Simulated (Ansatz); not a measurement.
**GaN₂H₇O: geometry relaxation (part 2 of 2)**

Continued. System: GaN₂H₇O. Method: RKS revPBE-D4/def2-SVP (Ansatz 0.2.0). The input holds or restrains some coordinates. Forces given for the steps count only the free coordinates. It belongs to a series of runs on one base structure; here: pulled along the bonds that form and break, towards end A.

Geometry of the input (Å):
```
Ga 0.0000  0.0000  0.0000
O  0.0000  0.0000  2.1400
H  -0.9095  -0.2814  2.4771
N  1.6714  0.0000  -0.9650
H  2.1380  -0.9179  -1.2168
H  2.1227  0.9179  -1.2432
N  -1.6714  0.0000  -0.9650
H  -2.3403  -0.8164  -0.8664
H  -1.9204  0.8164  -1.5936
H  0.0838  1.7726  0.5897
H  0.0648  1.3714  1.5381
```

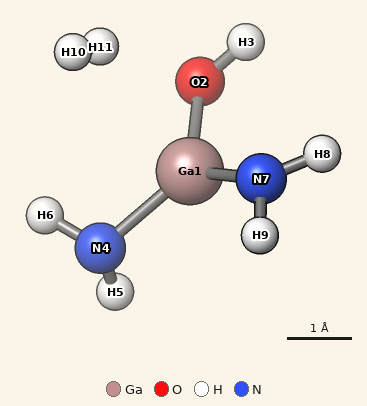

The geometry at step 9 of the log (ball-and-stick view, seen at a tilt; atoms are numbered from 1 in the order of the input).

## Trajectory as extended XYZ, continued
```
11
Properties=species:S:1:pos:R:3:forces:R:3 step=3 energy=-57503.12425
Ga   -0.0132   -0.3072    0.0627    0.0943   1.8841  -0.4301
O    -0.0130   -0.2727    2.0034   -0.5580  -0.7313  -0.9485
H    -0.9030   -0.2884    2.4596    0.7736  -0.0865  -0.8625
N     1.6441   -0.0149   -0.9437   -0.9260  -0.5491   0.7110
H     2.1340   -0.8870   -1.2144   -0.0102   0.8134   0.0254
H     2.1046    0.8819   -1.2263   -0.5057  -1.0284   0.4824
N    -1.6542   -0.0159   -0.9386    0.6396  -0.4719   0.9240
H    -2.3371   -0.7883   -0.8739   -0.0412   0.7123  -0.2362
H    -1.9041    0.7800   -1.5733    0.4717  -1.0932   0.5159
H     0.0990    2.0890    0.7701    0.0673   1.4428  -1.5844
H     0.0821    1.6860    1.3694   -0.0055  -0.8923   1.4030
11
Properties=species:S:1:pos:R:3:forces:R:3 step=4 energy=-57503.59735
Ga   -0.0224   -0.3332    0.0615    0.1453   1.5251  -1.5876
O    -0.0078   -0.3752    1.8761   -0.6649  -0.4451   0.7843
H    -0.8750   -0.3006    2.3697    0.8684  -0.1699  -0.9054
N     1.6093   -0.0474   -0.9135   -0.7694  -0.4699   0.5971
H     2.1333   -0.8783   -1.2074    0.0367   0.3117   0.0034
H     2.0645    0.8387   -1.1824   -0.3266  -0.4430   0.3179
N    -1.6501   -0.0378   -0.8859    0.4462  -0.2733   0.7320
H    -2.3569   -0.7777   -0.8640   -0.1711   0.2936  -0.0813
H    -1.8554    0.7155   -1.5653    0.3915  -0.6684   0.1948
H     0.1068    2.2704    0.8397    0.0422   1.6473  -1.5652
H     0.0930    1.7881    1.3664    0.0017  -1.3081   1.5100
11
Properties=species:S:1:pos:R:3:forces:R:3 step=5 energy=-57503.97583
Ga   -0.0580   -0.2569   -0.0543    0.1737   0.7244  -0.7108
O     0.0847   -0.4222    1.7457   -0.6514  -0.3373   0.8179
H    -0.7531   -0.3201    2.2723    0.6582  -0.1624  -0.6712
N     1.5625   -0.0605   -0.9895    0.1977  -0.1714  -0.2675
H     2.1927   -0.8800   -1.0475   -0.3378   0.3703   0.1355
H     2.1444    0.7978   -1.0381   -0.5350  -0.4447   0.3259
N    -1.7341    0.0227   -0.8380    0.2870   0.2324  -0.0459
H    -2.4606   -0.6904   -0.7172   -0.0419   0.2434  -0.1068
H    -1.8581    0.5852   -1.7077    0.2187  -0.7814   0.5492
H     0.0042    2.3138    0.9009   -0.2457   1.5015  -1.1115
H     0.1147    1.7732    1.3684    0.2765  -1.1749   1.0852
11
Properties=species:S:1:pos:R:3:forces:R:3 step=6 energy=-57504.02064
Ga   -0.0499   -0.1733   -0.1062   -0.0947   0.1063  -0.0987
O     0.1030   -0.4363    1.6830   -0.4885  -0.2748   0.6957
H    -0.7410   -0.3561    2.1937    0.5284  -0.0915  -0.4804
N     1.5306   -0.0552   -1.0694   -1.8781  -0.6746  -0.7319
H     2.1486   -0.8284   -0.9821    0.6927  -1.4425   0.1926
H     2.1153    0.7215   -0.9593    1.0851   2.1311   0.4061
N    -1.7347    0.0742   -0.8228    0.4607  -1.0261   3.1640
H    -2.4632   -0.6152   -0.6456   -0.1621  -0.0326   0.1220
H    -1.7902    0.4036   -1.7217   -0.1761   0.9988  -3.2901
H    -0.0141    2.3718    0.9709   -0.1694   1.0344  -0.5585
H     0.1346    1.7561    1.3544    0.2019  -0.7284   0.5793
11
Properties=species:S:1:pos:R:3:forces:R:3 step=7 energy=-57504.26287
Ga   -0.0429   -0.1347   -0.1224   -0.1753  -0.0832  -0.1744
O     0.1041   -0.4278    1.6566   -0.4660  -0.2586   0.7843
H    -0.7556   -0.3836    2.1415    0.5032  -0.0413  -0.3502
N     1.5257   -0.0166   -1.1001   -0.2628   0.1151  -0.5204
H     2.1013   -0.8526   -1.0571    0.1154  -0.5671   0.0391
H     2.1606    0.7291   -0.8359    0.1921   0.5531   0.2682
N    -1.7289    0.0792   -0.8348    0.1451  -0.1549   0.7804
H    -2.4872   -0.5355   -0.5205    0.0359   0.1456  -0.0420
H    -1.7799    0.2346   -1.8275   -0.1167  -0.0062  -0.8121
H    -0.0092    2.3957    1.0187   -0.2326   1.2512  -0.6521
H     0.1511    1.7749    1.3767    0.2616  -0.9538   0.6792
11
Properties=species:S:1:pos:R:3:forces:R:3 step=8 energy=-57504.32025
Ga   -0.0722   -0.1194   -0.1094   -0.1276  -0.0999  -0.3982
O     0.0648   -0.3921    1.6705   -0.4729  -0.2757   0.7711
H    -0.8110   -0.4226    2.1235    0.4704   0.0249  -0.2426
N     1.4931    0.0828   -1.0920    0.3133   0.3110  -0.1130
H     2.0175   -0.7995   -1.1644   -0.0437  -0.0085  -0.0077
H     2.1547    0.7581   -0.6686   -0.2292  -0.2257  -0.0225
N    -1.7410    0.0175   -0.8784   -0.0228  -0.1181  -0.1151
H    -2.5281   -0.5247   -0.4968    0.1607   0.1838  -0.1578
H    -1.7785    0.0512   -1.9072   -0.0660  -0.0776   0.2778
H     0.1647    2.4107    1.0177   -0.1745   1.4594  -0.8362
H     0.2750    1.8007    1.3999    0.1924  -1.1736   0.8442
11
Properties=species:S:1:pos:R:3:forces:R:3 step=9 energy=-57504.32995
Ga   -0.0635   -0.1352   -0.0943   -0.0999  -0.0374  -0.4053
O     0.0649   -0.3881    1.6942   -0.3748  -0.2293   0.5958
H    -0.8154   -0.4368    2.1306    0.3641   0.0258  -0.1674
N     1.4910    0.1459   -1.0873    0.9067   0.3156   0.4425
H     1.9623   -0.7612   -1.2885   -0.1369   0.4691   0.0930
H     2.1865    0.7154   -0.5223   -0.7170  -0.7717  -0.5928
N    -1.7248    0.0051   -0.8752   -0.2208  -0.2146  -0.3928
H    -2.5364   -0.4874   -0.4669    0.3078   0.2112  -0.2751
H    -1.7646    0.0020   -1.9141   -0.0666  -0.0471   0.6751
H     0.2188    2.4109    0.9632    0.0129   1.2842  -0.7589
H     0.2202    1.7921    1.3557    0.0245  -1.0057   0.7859
11
Properties=species:S:1:pos:R:3:forces:R:3 step=10 energy=-57504.37183
Ga   -0.0662   -0.1479   -0.0788   -0.0134  -0.0382  -0.5737
O     0.0171   -0.3746    1.7128   -0.2109  -0.1663   0.5811
H    -0.8651   -0.3406    2.1399    0.2455  -0.0276  -0.1365
N     1.4916    0.1974   -1.0529    0.2490  -0.0263   0.1834
H     1.9235   -0.6535   -1.4524   -0.1555   0.2017   0.0567
H     2.2195    0.6185   -0.4467   -0.2026  -0.1882  -0.1404
N    -1.7170   -0.0556   -0.8880    0.0078  -0.0617  -0.0513
H    -2.5305   -0.5286   -0.4826    0.0659   0.0314  -0.0903
H    -1.7688   -0.0492   -1.9131   -0.0263  -0.0124   0.1593
H     0.2711    2.3960    0.9730    0.0480   1.5912  -1.0143
H     0.2639    1.8005    1.3837   -0.0075  -1.3038   1.0258
11
Properties=species:S:1:pos:R:3:forces:R:3 step=11 energy=-57504.40515
Ga   -0.0843   -0.1431   -0.0615   -0.0376  -0.0135  -0.5148
O    -0.0283   -0.3200    1.7354    0.0116  -0.1959   0.4612
H    -0.9151   -0.3528    2.1399    0.0243   0.0050  -0.0243
N     1.4740    0.2669   -0.9970    0.1436  -0.1373   0.1195
H     1.8295   -0.5181   -1.5657   -0.0949   0.1680   0.0410
H     2.2389    0.5185   -0.3512   -0.0980  -0.0762  -0.0830
N    -1.7203   -0.1198   -0.9006    0.0233  -0.0057  -0.0239
H    -2.5322   -0.6061   -0.5150    0.0050  -0.0209  -0.0134
H    -1.7634   -0.0994   -1.9226   -0.0145  -0.0070   0.0250
H     0.4038    2.3982    0.9404    0.2048   1.5184  -1.1159
H     0.3365    1.8384    1.3927   -0.1675  -1.2351   1.1286
11
Properties=species:S:1:pos:R:3:forces:R:3 step=12 energy=-57504.42471
Ga   -0.1043   -0.1258   -0.0621    0.0553  -0.0754  -0.5059
O    -0.0167   -0.2812    1.7323    0.0321  -0.2127   0.4570
H    -0.8923   -0.3444    2.1513   -0.0698   0.0102   0.0447
N     1.4813    0.2735   -0.9276    0.0724  -0.0538   0.0086
H     1.7658   -0.3823   -1.6664   -0.0488   0.0817   0.0239
H     2.2609    0.3409   -0.2620    0.0413  -0.0197  -0.0385
N    -1.7306   -0.1209   -0.9138   -0.1251  -0.0135  -0.0383
H    -2.5035   -0.6709   -0.5333   -0.0405  -0.0075   0.0073
H    -1.7787   -0.1194   -1.9361    0.0475  -0.0019   0.0236
H     0.4348    2.4116    0.9187    0.3181   1.5203  -1.2219
H     0.3225    1.8816    1.3937   -0.2825  -1.2279   1.2395
11
Properties=species:S:1:pos:R:3:forces:R:3 step=13 energy=-57504.39527 accepted=F
Ga   -0.1038   -0.1294   -0.0564    0.0386  -0.0503  -0.4634
O    -0.0176   -0.2577    1.7398    0.0058  -0.2379   0.4682
H    -0.8919   -0.3112    2.1628   -0.0574   0.0030   0.0319
N     1.5023    0.2802   -0.8700    0.8395  -0.7179  -0.6196
H     1.7056   -0.2340   -1.7783   -0.1393   0.6673   1.2861
H     2.3111    0.1596   -0.2104   -0.6264   0.0338  -0.7357
N    -1.7295   -0.1249   -0.9178   -0.1770  -0.0419  -0.0024
H    -2.4897   -0.6953   -0.5348    0.0233   0.0406  -0.0111
H    -1.7723   -0.1531   -1.9403    0.0656  -0.0052   0.0188
H     0.4313    2.4182    0.9029    0.3598   1.4117  -1.1980
H     0.2936    1.9102    1.3974   -0.3325  -1.1032   1.2252
11
Properties=species:S:1:pos:R:3:forces:R:3 step=14 energy=-57504.43728
Ga   -0.0863   -0.1258   -0.0607   -0.0319  -0.0743  -0.4922
O    -0.0163   -0.2783    1.7362   -0.0411  -0.2080   0.4843
H    -0.8979   -0.3086    2.1518    0.0348   0.0020  -0.0321
N     1.5049    0.2655   -0.9272    0.0950  -0.1214   0.0618
H     1.7393   -0.3499   -1.7186   -0.0380   0.1211   0.0855
H     2.3109    0.2637   -0.2846   -0.1128  -0.0206  -0.1170
N    -1.7221   -0.1215   -0.9115    0.0009   0.0022   0.0206
H    -2.5053   -0.6556   -0.5251    0.0412   0.0093  -0.0105
H    -1.7589   -0.1424   -1.9337    0.0094  -0.0062   0.0002
H     0.4003    2.4166    0.9407    0.3352   1.4405  -1.1809
H     0.2705    1.8988    1.4276   -0.2927  -1.1445   1.1802
```

## Summary

- outcome: converged under the restraints of the input
- total energy: −57504.4373 eV
- mean-field energy: −57503.8980 eV
- largest force (length of the vector) at the end, held atoms and coordinates included: 1.893 eV/Å
- hardware: 4 threads of Arm Neoverse V2, 24 GiB of memory available, shared host
- wall time: 18 s (CPU time 63 s)
- peak memory: 0.14 GiB
